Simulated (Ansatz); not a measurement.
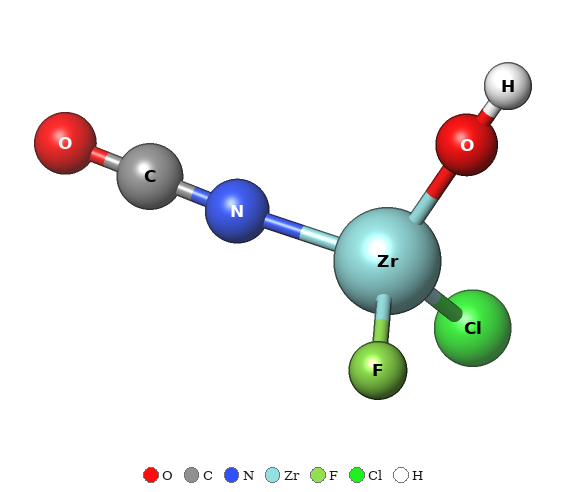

The species is neutral and a spin singlet. The computed structure is the end point of a PBE0-D4/def2-TZVP optimisation. Program: Ansatz 0.2.0.

Compare HOMO–LUMO gap (eV) at these levels: B3LYP-D4/def2-TZVPP; BHLYP-D4/def2-TZVPP; BLYP-D4/def2-TZVPP; CAM-B3LYP-D4/def2-TZVPP; HSE06 (plane-wave form)-D4/def2-TZVPP; PBE-D4/def2-TZVPP; PBE0-D4/def2-QZVPP; PBE0-D4/def2-SVP; PBE0-D4/def2-TZVPP; r2SCANh-D4/def2-TZVPP; ωB97M-V/def2-QZVPP; ωB97M-V/def2-TZVPP.

```tsv
level	HOMO–LUMO gap (eV)
B3LYP-D4/def2-TZVPP	6.72
BHLYP-D4/def2-TZVPP	9.44
BLYP-D4/def2-TZVPP	4.99
CAM-B3LYP-D4/def2-TZVPP	9.61
HSE06 (plane-wave form)-D4/def2-TZVPP	6.42
PBE-D4/def2-TZVPP	5.01
PBE0-D4/def2-QZVPP	7.19
PBE0-D4/def2-SVP	7.24
PBE0-D4/def2-TZVPP	7.19
r2SCANh-D4/def2-TZVPP	6.30
ωB97M-V/def2-QZVPP	11.37
ωB97M-V/def2-TZVPP	11.46
```
